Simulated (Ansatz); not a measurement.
GeF2: several calculations on one system

## 1. Relaxation

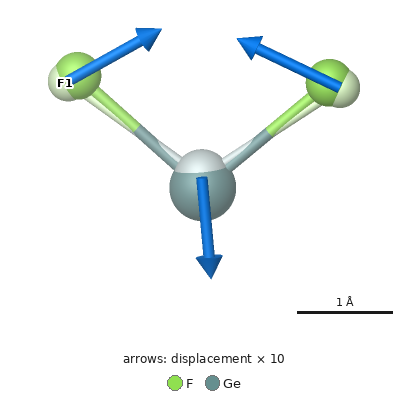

A relaxation of GeF2 (coarse preliminary run). The starting structure is drawn faded, the final one solid; blue arrows show the displacements, 10 times their true length. The two geometries are superimposed by the best rigid fit.

The picture is a ball-and-stick view, seen at a tilt.

Level of theory: RKS PBE-D4/def2-SVP (Ansatz).

The input:
```yaml
crystal:
  periodic: [false, false, false]
  atoms:
    - {symbol: F, position_ang: [-0.662200, -1.239300, -0.505300]}
    - {symbol: Ge, position_ang: [0.547800, -0.267800, 0.273600]}
    - {symbol: F, position_ang: [0.103500, 1.442300, 0.218500]}
basis:
  gaussian: {orbitals: def2-SVP}
hamiltonian: {xc: pbe, dispersion: d4}
relax: {f_tol: 0.03, max_steps: 250}
```

**What happened in the run?**

The optimiser took 4 steps. The atom that moves furthest after the best rigid fit is F3 (0.12 Å). By element the largest moves are F 0.12 Å, Ge 0.11 Å. Some distances before and after: F1–Ge2 1.736 → 1.770 Å. Among the angles between lasting bonds that change: F1–Ge2–F3 110.6° → 98.0°. The run took about 6 core-seconds on a shared host.

## 2. Relaxation

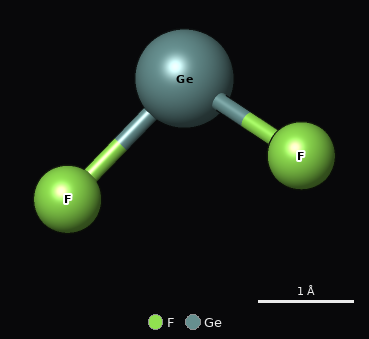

This is the input geometry for a relaxation of GeF₂. Style: ball-and-stick. Shown at a tilt.

Method: Ansatz 0.2.0, RKS PBE0-D4/def2-TZVP.

The input:
```yaml
crystal:
  periodic: [false, false, false]
  atoms:
    - {symbol: F, position_ang: [-0.685088, -1.125534, -0.505270]}
    - {symbol: Ge, position_ang: [0.641503, -0.296805, 0.322273]}
    - {symbol: F, position_ang: [0.032684, 1.357538, 0.169797]}
basis:
  gaussian: {orbitals: def2-TZVP}
hamiltonian: {xc: pbe0, dispersion: d4}
relax: {f_tol: 0.005, max_steps: 200}
```

Where does the relaxation end?

The largest moves after the best rigid fit, 0.027 Å, are those of F1 and F3. Largest moves by element: F 0.027 Å, Ge 0.005 Å. Some distances before and after: F1–Ge2 1.770 → 1.745 Å. The energy falls by 0.38 kcal/mol in 3 geometry steps. Largest force component: 0.63 eV/Å at the start, 0.0048 eV/Å at the end.

History of the run:

| step | E − E(0), kcal/mol | largest force component, eV/Å |
| --- | --- | --- |
| 0 | 0.00 | 0.6321 |
| 1 | -0.29 | 0.3427 |
| 2 | -0.37 | 0.0978 |
| 3 | -0.38 | 0.0048 |

Final geometry:

```xyz
3

F    -0.6759   -1.1018   -0.4975
Ge    0.6375   -0.2952    0.3202
F     0.0276    1.3321    0.1641
```

## 3. Scan

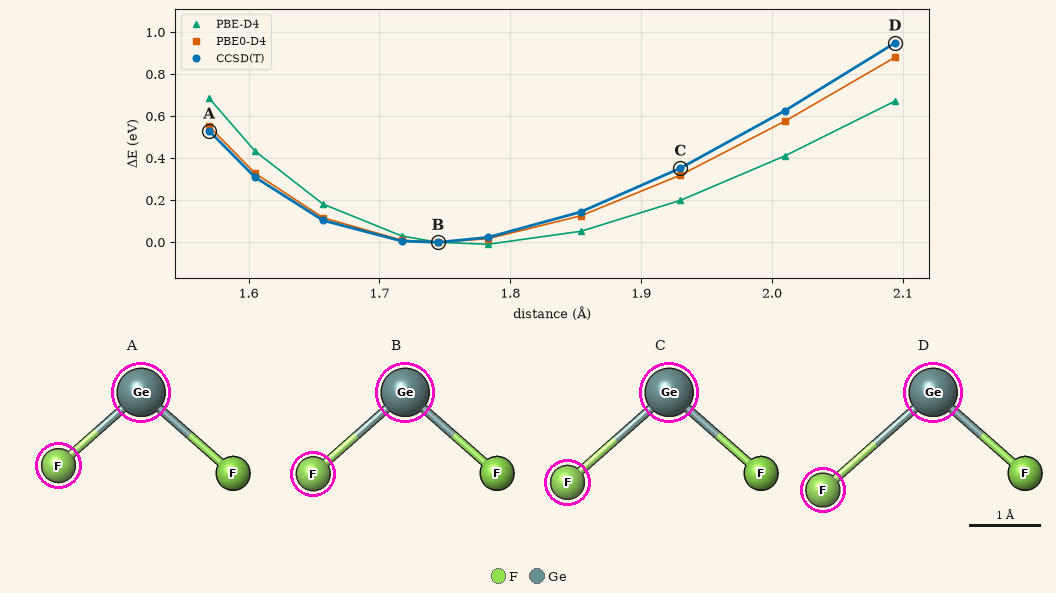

Energy scan for GeF2, in which one Ge–F bond length is varied, with the rest of the molecule carried along rigidly. The lettered frames are marked on the plot, at the values of CCSD(T). The picture is a ball-and-stick view, seen face on. The ringed atoms are those of the scanned coordinate.

Levels of theory: CCSD(T), PBE0-D4, PBE-D4 (def2-TZVPP, Ansatz), on geometries moved rigidly from the minimum at PBE0-D4/def2-TZVP. Coupled cluster with a frozen core. Energies are counted from the PBE0-D4/def2-TZVP minimum geometry at the same level.

Describe the profile.

With CCSD(T): the lowest computed point lies at the distance 1.745 Å (0.000 eV). At the ends of the scan the energy is 0.529 eV (1.570 Å) and 0.949 eV (2.094 Å). The curvature at the lowest point is about 27 eV/Å² (4.3 mdyn/Å). The well is steeper on the short side, as for any bond. At 2.094 Å the levels give PBE-D4 0.672 eV, PBE0-D4 0.880 eV, CCSD(T) 0.949 eV. Closest to CCSD(T) there is PBE0-D4.

## 4. Scan

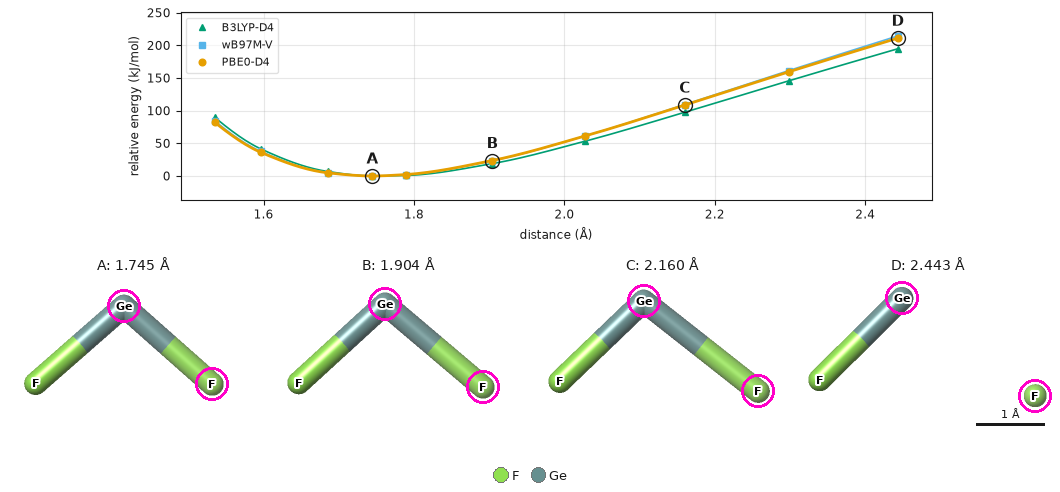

A scan of GeF$_{2}$: one F–Ge bond length is varied, with all other coordinates relaxed. The lettered frames are marked on the plot, at the values of PBE0-D4. A stick model, seen face on. The ringed atoms are those of the scanned coordinate.

Levels of theory: PBE0-D4, wB97M-V, B3LYP-D4 (def2-TZVPP, Ansatz), on geometries relaxed under the constraint at PBE0-D4/def2-TZVP. Energies are counted from the PBE0-D4/def2-TZVP minimum geometry at the same level.

### Describe the profile.

With PBE0-D4: of the computed points the lowest is at the distance 1.745 Å, 0.0 kJ/mol. The end points stand at 82.2 kJ/mol (1.535 Å) and 211.0 kJ/mol (2.443 Å). The curvature at the lowest point is about 27 eV/Å² (4.3 mdyn/Å). The well is steeper on the short side, as for any bond. At 2.443 Å the levels give B3LYP-D4 194.8 kJ/mol, PBE0-D4 211.0 kJ/mol, wB97M-V 214.4 kJ/mol.
